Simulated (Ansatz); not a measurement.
# TiC (model cell, started as CsCl type): following an unstable mode, part 2 of 3

Which phase does TiC (model cell, started as CsCl type) fall into along its unstable mode, and how much energy does it gain?

Ansatz 0.2.0; DFT PBEsol, scalar-relativistic, plane waves, PAW.

So far, highest frequency on the path or at a solved wavevector (cm⁻¹): step 2 (response at finite wavevector) 419. Also lowest frequency on the path (cm⁻¹): step 2 -369.

The structure was built from a prototype and need not be the compound's stable phase.

### Step 5. Energy along the mode, all amplitudes (two of the runs are shown above)

An imaginary frequency means negative curvature, so the energy should fall and then rise again as anharmonic terms take over.

This step gave:

```yaml
depth_at_the_lowest_point_sampled: 242.6 meV/atom
largest_atomic_shift_at_that_point: 0.45 Å
```

Energy from the parent against largest atomic shift:

| largest atomic shift (Å) | energy from the parent (meV/atom) |
| --- | --- |
| 0.000 | 0 |
| 0.040 | -7.46 |
| 0.080 | -26.5 |
| 0.140 | -66.2 |
| 0.220 | -124 |
| 0.320 | -190 |
| 0.450 | -243 |
| 0.600 | -178 |

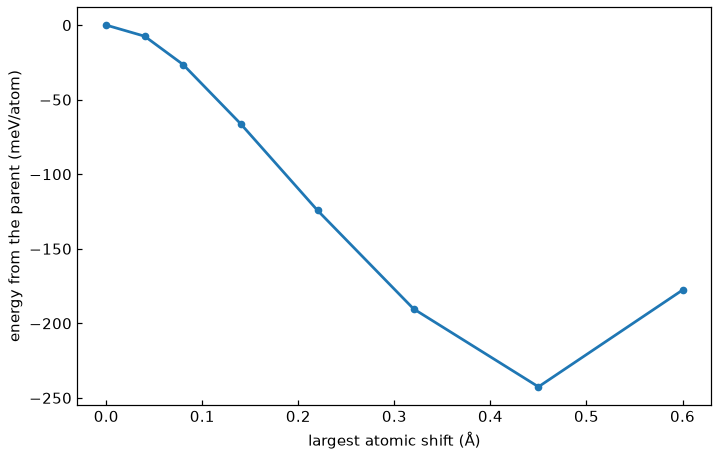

Energy from the parent against largest atomic shift.

Displacement at unit largest shift by atom:

| atom | x (Å) | y (Å) | z (Å) | size |
| --- | --- | --- | --- | --- |
| Ti1 | 0.365 | 0.931 | 0.000 | 1.000 |
| Ti2 | -0.365 | -0.931 | 0.000 | 1.000 |
| C3 | 0.000 | 0.000 | 0.000 | 0.000 |
| C4 | 0.000 | 0.000 | 0.000 | 0.000 |

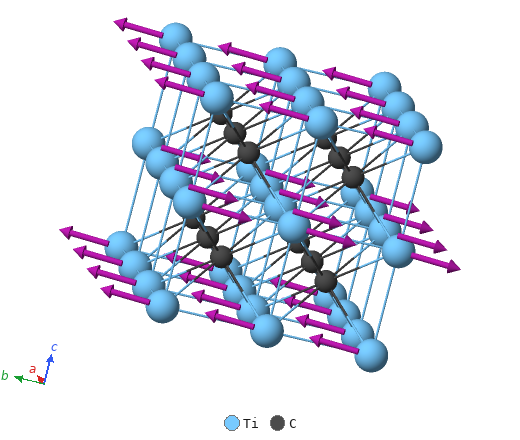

Displacement at unit largest shift as arrows, the longest 1.000 Å. 3×2×1 cells are drawn. Some periodic images of atoms are drawn too.

The lowest of the steps tried is at 0.45 Å, 243 meV/atom below the parent; the bottom of the well need not coincide with a step.

### Step 6. Relaxing from the distorted cell

Starting from the lowest point found, all atoms and the cell are let go, so that strain and other modes of the same symmetry can join in.

File input.yaml:

```yaml
crystal:
  lattice:
    - [2.6818219351, 0.0, 0.0]
    - [0.0, 2.6818219351, 0.0]
    - [0.0, 0.0, 5.3636438702]
  atoms:
    - { symbol: Ti, position: [0.0612645408, 0.1562122902, 0.0] }
    - { symbol: Ti, position: [-0.0612645408, -0.1562122902, 0.5] }
    - { symbol: C, position: [0.5, 0.5, 0.25] }
    - { symbol: C, position: [0.5, 0.5, 0.75] }
kpoints:
  mp_grid: { grid: [14, 14, 8] }
hamiltonian:
  xc: pbesol
scf:
  occupations: { method: methfessel_paxton, width: 0.15 }
output:
  forces: true
  stress: true
  eigenvalues: true
relax:
  adjacent_minimum: "off"
  f_tol: 0.002
  max_steps: 120
  cell: { stress_tol: 0.03 }
```

Started as:

```bash
ansatz run input.yaml --threads 4 --pin off --max-ram 7168MiB --backend cpu --events-out ev --progress --plain --runs-dir out
```

Numbers of over 12 decimals in the logs are rounded to 6 here.

The log of the run:

```text
[...]
Crystal: 4 atoms, lattice volume = 38.576 Å³
Basis set: ecut = 420 eV, 757 PW (Γ), exchange–correlation on 36×36×72 points (8 copies of the dense FFT grid, shifted against one another)
Bands: 20, of which v1, the nominal top of the filled ones, is band 16 counted from 1 (15 counted from 0)
Symmetry: 4 space group operations
[...]
k-points: 500 of 1568
[...]
SCF iter   1: F=—  HF=-5441.147457 eV  |F-HF|=—  |Δ(HF+E_count)|=         —  Δρ=1.52e-2  dr2=7.21e-2  ethr=1.77e-3  ⟨swp⟩=4.3  Hψ=40514  notcnv=0
[...]
SCF iter   6: F=-5441.128507 eV  HF=-5441.128507 eV  |F-HF|=5.13e-8  |Δ(HF+E_count)|=   2.48e-7  S|Δr|=    0.00e0  Δρ=1.48e-5  dr2=8.65e-8  ethr=3.13e-10  ⟨swp⟩=3.0  Hψ=37773  notcnv=0
SCF 1 converged in 6 iterations: F = -5441.128507 eV  dr2 = 8.65e-8
[...]
relax step   1: F+E_penalty+E_count = -5441.12850743 eV  Δ(F+E_penalty+E_count) = +0.000e0 eV  max|allowed force component| = 2.760e-1 eV/Å  Δτ_max = 0.0000 Å  P = +12.715 GPa  Ω = 38.576 Å³  (6 SCF iters, dr2 threshold 1.00e-7 eV, accepted)
Crystal: 4 atoms, lattice volume = 40.207 Å³
Basis set: ecut = 420 eV, 791 PW (Γ), exchange–correlation on 36×36×72 points (8 copies of the dense FFT grid, shifted against one another)
[...]
SCF iter   6: F=-5441.401203 eV  HF=-5441.401203 eV  |F-HF|=2.43e-8  |Δ(HF+E_count)|=   2.88e-7  S|Δr|=    0.00e0  Δρ=1.32e-5  dr2=5.73e-8  ethr=1.25e-9  ⟨swp⟩=5.4  Hψ=47176  notcnv=0
SCF 2 converged in 6 iterations: F = -5441.401203 eV  dr2 = 5.73e-8
relax step   2: F+E_penalty+E_count = -5441.40120267 eV  Δ(F+E_penalty+E_count) = -2.727e-1 eV  max|allowed force component| = 3.780e-1 eV/Å  Δτ_max = 0.0495 Å  P = +2.764 GPa  Ω = 40.207 Å³  energy of the carried Pulay correction = -2.681e-3 eV  (6 SCF iters, dr2 threshold 4.00e-7 eV, accepted)
Crystal: 4 atoms, lattice volume = 41.172 Å³
Basis set: ecut = 420 eV, 795 PW (Γ), exchange–correlation on 36×36×72 points (8 copies of the dense FFT grid, shifted against one another)
[...]
SCF iter   6: F=-5441.618999 eV  HF=-5441.618999 eV  |F-HF|=8.18e-9  |Δ(HF+E_count)|=   1.01e-7  S|Δr|=    0.00e0  Δρ=1.10e-5  dr2=3.15e-8  ethr=1.25e-9  ⟨swp⟩=5.1  Hψ=46893  notcnv=0
SCF 3 converged in 6 iterations: F = -5441.618999 eV  dr2 = 3.15e-8
relax step   3: F+E_penalty+E_count = -5441.61899889 eV  Δ(F+E_penalty+E_count) = -2.178e-1 eV  max|allowed force component| = 2.171e-1 eV/Å  Δτ_max = 0.0606 Å  P = -1.683 GPa  Ω = 41.172 Å³  energy of the carried Pulay correction = -4.215e-3 eV  (6 SCF iters, dr2 threshold 4.00e-7 eV, accepted)
[... from here on, the SCF cycles and remarks between the steps are left out ...]
relax step   4: F+E_penalty+E_count = -5441.92360166 eV  Δ(F+E_penalty+E_count) = -3.046e-1 eV  max|allowed force component| = 1.568e-1 eV/Å  Δτ_max = 0.0461 Å  P = -2.577 GPa  Ω = 41.344 Å³  energy of the carried Pulay correction = -4.485e-3 eV  (6 SCF iters, dr2 threshold 4.00e-7 eV, accepted)
relax step   5: F+E_penalty+E_count = -5442.28160041 eV  Δ(F+E_penalty+E_count) = -3.580e-1 eV  max|allowed force component| = 4.400e-1 eV/Å  Δτ_max = 0.0403 Å  P = -3.563 GPa  Ω = 41.383 Å³  energy of the carried Pulay correction = -4.546e-3 eV  (6 SCF iters, dr2 threshold 4.00e-7 eV, accepted)
relax step   6: F+E_penalty+E_count = -5442.65206956 eV  Δ(F+E_penalty+E_count) = -3.705e-1 eV  max|allowed force component| = 7.707e-1 eV/Å  Δτ_max = 0.0376 Å  P = -4.911 GPa  Ω = 41.330 Å³  energy of the carried Pulay correction = -4.464e-3 eV  (6 SCF iters, dr2 threshold 4.00e-7 eV, accepted)
relax step   7: F+E_penalty+E_count = -5443.14228539 eV  Δ(F+E_penalty+E_count) = -4.902e-1 eV  max|allowed force component| = 1.004e0 eV/Å  Δτ_max = 0.0624 Å  P = -3.458 GPa  Ω = 40.360 Å³  energy of the carried Pulay correction = -2.927e-3 eV  (6 SCF iters, dr2 threshold 4.00e-7 eV, accepted)
relax step   8: F+E_penalty+E_count = -5443.62048955 eV  Δ(F+E_penalty+E_count) = -4.782e-1 eV  max|allowed force component| = 4.440e-1 eV/Å  Δτ_max = 0.1271 Å  P = -1.445 GPa  Ω = 38.794 Å³  energy of the carried Pulay correction = -3.637e-4 eV  (6 SCF iters, dr2 threshold 4.00e-7 eV, accepted)
relax step   9: F+E_penalty+E_count = -5443.66163673 eV  Δ(F+E_penalty+E_count) = -4.115e-2 eV  max|allowed force component| = 2.402e-1 eV/Å  Δτ_max = 0.0245 Å  P = +0.545 GPa  Ω = 38.227 Å³  energy of the carried Pulay correction = +5.884e-4 eV  (6 SCF iters, dr2 threshold 4.00e-7 eV, accepted)
relax step  10: F+E_penalty+E_count = -5443.66939175 eV  Δ(F+E_penalty+E_count) = -7.755e-3 eV  max|allowed force component| = 1.340e-2 eV/Å  Δτ_max = 0.0222 Å  P = -0.444 GPa  Ω = 38.324 Å³  energy of the carried Pulay correction = +4.242e-4 eV  (5 SCF iters, dr2 threshold 4.00e-7 eV, accepted)
relax step  11: F+E_penalty+E_count = -5443.66961394 eV  Δ(F+E_penalty+E_count) = -2.222e-4 eV  max|allowed force component| = 1.429e-3 eV/Å  Δτ_max = 0.0011 Å  P = +0.010 GPa  Ω = 38.268 Å³  energy of the carried Pulay correction = +5.198e-4 eV  (3 SCF iters, dr2 threshold 4.00e-7 eV, accepted)
relax step  12: F+E_penalty+E_count = -5443.66961590 eV  Δ(F+E_penalty+E_count) = -1.956e-6 eV  max|allowed force component| = 2.741e-4 eV/Å  Δτ_max = 0.0001 Å  P = -0.002 GPa  Ω = 38.268 Å³  energy of the carried Pulay correction = +5.197e-4 eV  (3 SCF iters, dr2 threshold 9.52e-9 eV, accepted)
relax step  13: F+E_penalty+E_count = -5444.10908398 eV  Δ(F+E_penalty+E_count) = -4.395e-1 eV  max|allowed force component| = 1.018e-2 eV/Å  Δτ_max = 0.0000 Å  P = +10.226 GPa  Ω = 38.268 Å³  stress off target by 2.75e1 GPa  SCF on the basis re-selected at this cell (its energy is not comparable with the rows above)  (8 SCF iters)
relax step  14: F+E_penalty+E_count = -5444.27600452 eV  Δ(F+E_penalty+E_count) = -1.669e-1 eV  max|allowed force component| = 6.262e-3 eV/Å  Δτ_max = 0.0079 Å  P = +4.482 GPa  Ω = 38.930 Å³  energy of the carried Pulay correction = -1.330e-3 eV  (5 SCF iters, dr2 threshold 4.00e-7 eV, accepted)
relax step  15: F+E_penalty+E_count = -5444.31085276 eV  Δ(F+E_penalty+E_count) = -3.485e-2 eV  max|allowed force component| = 2.725e-3 eV/Å  Δτ_max = 0.0035 Å  P = -1.041 GPa  Ω = 39.656 Å³  energy of the carried Pulay correction = -2.735e-3 eV  (5 SCF iters, dr2 threshold 4.00e-7 eV, accepted)
relax step  16: F+E_penalty+E_count = -5444.31196321 eV  Δ(F+E_penalty+E_count) = -1.110e-3 eV  max|allowed force component| = 5.407e-4 eV/Å  Δτ_max = 0.0003 Å  P = +0.027 GPa  Ω = 39.503 Å³  energy of the carried Pulay correction = -2.464e-3 eV  (4 SCF iters, dr2 threshold 4.00e-7 eV, accepted)
relax step  17: F+E_penalty+E_count = -5444.31195701 eV  Δ(F+E_penalty+E_count) = +6.201e-6 eV  max|allowed force component| = 8.513e-5 eV/Å  Δτ_max = 0.0000 Å  P = -0.001 GPa  Ω = 39.507 Å³  energy of the carried Pulay correction = -2.471e-3 eV  (3 SCF iters, dr2 threshold 5.56e-9 eV, accepted)
relax step  18: F+E_penalty+E_count = -5444.31752888 eV  Δ(F+E_penalty+E_count) = -5.572e-3 eV  max|allowed force component| = 7.701e-4 eV/Å  Δτ_max = 0.0000 Å  P = +0.185 GPa  Ω = 39.507 Å³  stress off target by 5.00e-1 GPa  SCF on the basis re-selected at this cell (its energy is not comparable with the rows above)  (6 SCF iters)
relax step  19: F+E_penalty+E_count = -5444.31755755 eV  Δ(F+E_penalty+E_count) = -2.867e-5 eV  max|allowed force component| = 3.973e-4 eV/Å  Δτ_max = 0.0001 Å  P = +0.011 GPa  Ω = 39.531 Å³  energy of the carried Pulay correction = -4.552e-5 eV  (3 SCF iters, dr2 threshold 4.00e-7 eV, accepted)
[...]
SCF iter   5: F=-5444.317604 eV  HF=-5444.317604 eV  |F-HF|=0.00e0  |Δ(HF+E_count)|=  7.55e-11  S|Δr|=    0.00e0  Δρ=9.17e-8  dr2=1.50e-12  ethr=1.00e-12  ⟨swp⟩=3.8  Hψ=42150  notcnv=0
SCF 20 converged in 5 iterations: F = -5444.317604 eV  dr2 = 1.50e-12
relax step  20: F+E_penalty+E_count = -5444.31760390 eV  Δ(F+E_penalty+E_count) = -4.635e-5 eV  max|allowed force component| = 1.847e-4 eV/Å  Δτ_max = 0.0000 Å  P = +0.011 GPa  Ω = 39.531 Å³  stress off target by 2.53e-2 GPa  SCF on the basis re-selected at this cell (its energy is not comparable with the rows above)  (5 SCF iters)
[...]
SCF converged after 5 iterations
[...]
Free energy (F): -5444.317604 eV
[...]
Internal energy: -5444.318186 eV  (E = F + TS)
E sigma→0 (E₀):  -5444.317749 eV
Entropy (-TS):   0.000582 eV (0.145 meV/atom)
Fermi energy:    15.574464 eV
[...]
--- Forces (eV/Å), atoms counted from 1 ---
  atom   1  Ti    -0.00018468    -0.00007391     0.00000000
  atom   2  Ti     0.00018468     0.00007391    -0.00000000
  atom   3  C      0.00000000    -0.00000000     0.00000000
  atom   4  C     -0.00000000    -0.00000000     0.00000000
  max |Σ_I F_I| component: 1.36e-20 eV/Å
--- Stress (GPa, compression-positive) ---
        0.014530       0.010439       0.000000
        0.010439       0.015115       0.000000
        0.000000       0.000000       0.003542
  P = ⅓ Tr σ = 0.0111 GPa (0.111 kbar)
--- Band table (eV; the first three rows and the last of 500) ---
  k-point 0: bands = [... 12 lower, 12.1732, 14.4551, 14.4552, 16.1494, 16.1500, 16.2186, 16.2870, 16.2872]
  k-point 1: bands = [... 12 lower, 12.1960, 14.1524, 14.1526, 15.9648, 16.4169, 16.4171, 16.5107, 16.5111]
  k-point 2: bands = [... 12 lower, 12.2760, 13.6119, 13.6122, 15.2329, 16.7774, 16.7776, 17.1820, 17.1823]
  k-point 499: bands = [... 12 lower, 12.8019, 12.8019, 12.9795, 12.9795, 17.0343, 17.0343, 17.9263, 17.9263]
--- Relaxed structure (17 steps of the walk, 17 accepted, 3 SCFs on fresh bases) ---
  F+E_penalty+E_count = -5444.31760390 eV   max|allowed force component| = 1.847e-4 eV/Å   (the final SCF, on the basis selected at the relaxed cell)
  cell:  # Å, volume = 39.5309 Å³
    - [3.020772, 0.809327, 0.0]
    - [0.809327, 3.020768, 0.0]
    - [0.0, 0.0, 4.667144]
  atoms:
    - { symbol: Ti, position: [0.166669, 0.166666, 0] }
    - { symbol: Ti, position: [-0.166669, -0.166666, 0.5] }
    - { symbol: C, position: [0.500000, 0.5, 0.25] }
    - { symbol: C, position: [0.500000, 0.5, 0.75] }
```

Elapsed: 1.9 min, on 4 threads of Arm Neoverse V1, shared host; peak memory 0.64 GiB.

The steps of the relaxation:

| step | energy less that of the first step (eV) | largest force component (eV/Å) | pressure (GPa) | volume (Å³) |
| --- | --- | --- | --- | --- |
| 1 | 0.0000 | 0.2760 | 12.72 | 38.58 |
| 2 | -0.2727 | 0.3780 | 2.76 | 40.21 |
| 3 | -0.4905 | 0.2171 | -1.68 | 41.17 |
| 4 | -0.7951 | 0.1568 | -2.58 | 41.34 |
| 5 | -1.1531 | 0.4400 | -3.56 | 41.38 |
| 6 | -1.5236 | 0.7707 | -4.91 | 41.33 |
| 7 | -2.0138 | 1.0037 | -3.46 | 40.36 |
| 8 | -2.4920 | 0.4440 | -1.45 | 38.79 |
| 9 | -2.5331 | 0.2402 | 0.54 | 38.23 |
| 10 | -2.5409 | 0.0134 | -0.44 | 38.32 |
| 11 | -2.5411 | 0.0014 | 0.01 | 38.27 |
| 12 | -2.5411 | 0.0003 | 0.00 | 38.27 |
| 13* | -2.9806 | 0.0102 | 10.23 | 38.27 |
| 14 | -3.1475 | 0.0063 | 4.48 | 38.93 |
| 15 | -3.1823 | 0.0027 | -1.04 | 39.66 |
| 16 | -3.1835 | 0.0005 | 0.03 | 39.50 |
| 17 | -3.1834 | 0.0001 | 0.00 | 39.51 |
| 18* | -3.1890 | 0.0008 | 0.19 | 39.51 |
| 19 | -3.1891 | 0.0004 | 0.01 | 39.53 |
| 20* | -3.1891 | 0.0002 | 0.01 | 39.53 |

Relaxation steps marked * repeat the geometry before them on a plane-wave basis chosen anew for their cell, so energy and pressure can jump there.

The run keeps the 4 symmetry operations that it works with, so distortions that break them were not tested.

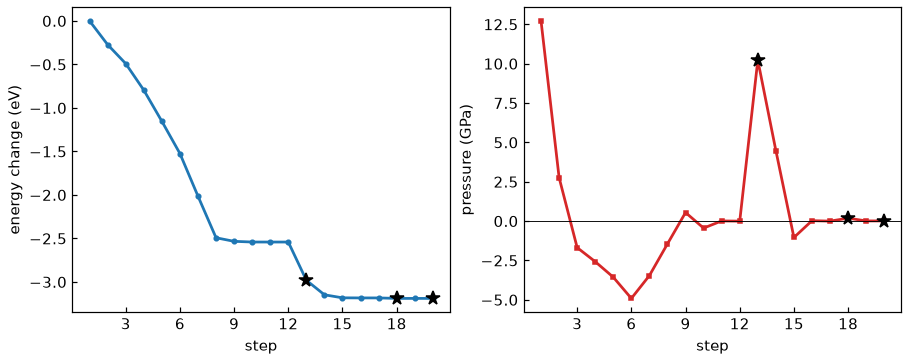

Energy and pressure along the relaxation. Stars mark steps on a basis chosen anew.

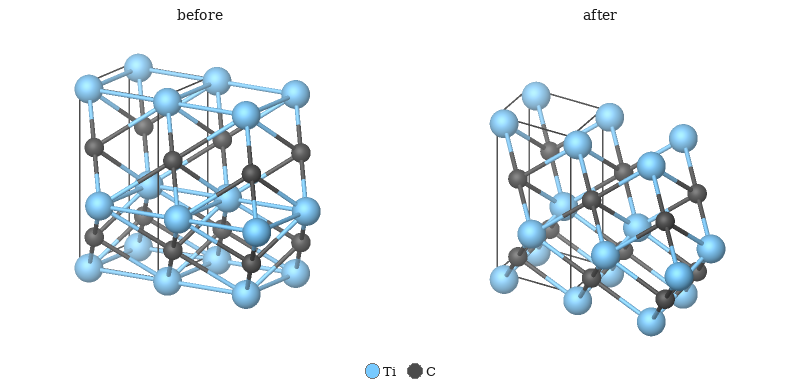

The structure before and after the relaxation, drawn at the same scale.

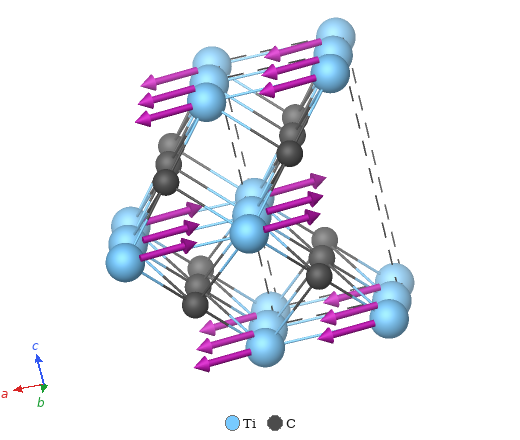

Displacements in the relaxation, exaggerated, measured against the changing cell; the longest in the cell stands for 0.35 Å. 2×3×1 cells are drawn. Some periodic images of atoms are drawn too.

| cell as run | before | after | change |
| --- | --- | --- | --- |
| a (Å) | 2.682 | 3.127 | +16.6 % |
| b (Å) | 2.682 | 3.127 | +16.6 % |
| c (Å) | 5.364 | 4.667 | -13.0 % |
| γ (°) | 90.00 | 60.00 | -33.3 % |
| volume (Å³/atom) | 9.64 | 9.88 | +2.5 % |

The atoms that moved most (Å, as changes of fractional coordinates times the final cell):

| atom | dx | dy | dz | length |
| --- | --- | --- | --- | --- |
| Ti1 | 0.327 | 0.117 | 0.000 | 0.347 |
| Ti2 | -0.327 | -0.117 | 0.000 | 0.347 |

The relaxed structure:

```xyz
4
Lattice="3.0208 0.8093 0.0000 0.8093 3.0208 0.0000 0.0000 0.0000 4.6671" Properties=species:S:1:pos:R:3 pbc="T T T"
Ti    0.6384    0.6384    0.0000
Ti   -0.6384   -0.6384    2.3336
C     1.9150    1.9150    1.1668
C     1.9150    1.9150    3.5004
```

This step gave:

```yaml
pressure: 0.01106 GPa
volume_per_atom: 9.883 Å³
```

The distorted start has space group P2_1/m; the relaxation ends in P6_3/mmc.

### Step 7. The new phase in its own primitive cell

The relaxed structure is symmetrised, reduced to its primitive cell and relaxed tightly, as its phonons need.

input.yaml, the sections that differ from step 6:

```yaml
crystal:
  lattice:
    - [3.1273815197, 0.0, 0.0]
    - [-1.5636907598, 2.7083918433, 0.0]
    - [0.0, 0.0, 4.6671439932]
  atoms:
    - { symbol: Ti, position: [0.3333333333, 0.6666666667, 0.25] }
    - { symbol: Ti, position: [0.6666666667, 0.3333333333, 0.75] }
    - { symbol: C, position: [0.0, 0.0, 0.5] }
    - { symbol: C, position: [0.0, 0.0, 0.0] }
kpoints:
  mp_grid: { grid: [15, 15, 8] }
relax:
  adjacent_minimum: "off"
  f_tol: 0.001
  max_steps: 60
  cell: { stress_tol: 0.01 }
# hamiltonian, scf, output: as in step 6
```

The log of the run:

```text
[...]
Crystal: 4 atoms, lattice volume = 39.532 Å³
Basis set: ecut = 420 eV, 771 PW (Γ), exchange–correlation on 48×48×64 points (8 copies of the dense FFT grid, shifted against one another)
Bands: 20, of which v1, the nominal top of the filled ones, is band 16 counted from 1 (15 counted from 0)
Symmetry: 24 space group operations
[...]
k-points: 135 of 1800
[...]
--- Relaxed structure (3 steps of the walk, 3 accepted, 1 SCFs on fresh bases) ---
[...]
cell:  # Å, volume = 39.5326 Å³
    - [3.128048, -2.8873681024741352e-11, 0]
    - [-1.564024, 2.708969, 0]
    - [0, 0, 4.665277]
  atoms:
    - { symbol: Ti, position: [0.333333, 0.666667, 0.25] }
    - { symbol: Ti, position: [0.666667, 0.333333, 0.75] }
    - { symbol: C, position: [0, 0, 0.5] }
    - { symbol: C, position: [0, 0, 0] }
[key lines of the parts left out:]
SCF converged after 5 iterations
Free energy (F): -5444.316403 eV
Fermi energy:    15.546735 eV
P = ⅓ Tr σ = -0.0003 GPa (-0.003 kbar)
```

Run time: 5.9 s. Hardware: 4 threads; peak memory 0.42 GiB; 22 s of CPU time.

Little changed from the start: no atom moved by 0.005 Å and no cell edge by 0.1 %.

Numbers from this step:

| Item | Value |
| --- | --- |
| pressure | -3.07e-4 GPa |

The forces vanish by symmetry and the pressure is 0.000 GPa, within the tolerances set. The cell now holds 9.88 Å³/atom.

[end of part 2 of 3]

[Logs are printed without paths, hosts, clocks, repeated set-up lines and the standing remarks that a program may print on its own settings, such as how far it seeks lower states.]

[Hosts, paths, dates, database ids (printed as entryN), source tags and the programs' standing remarks are cut or masked in the printed files.]
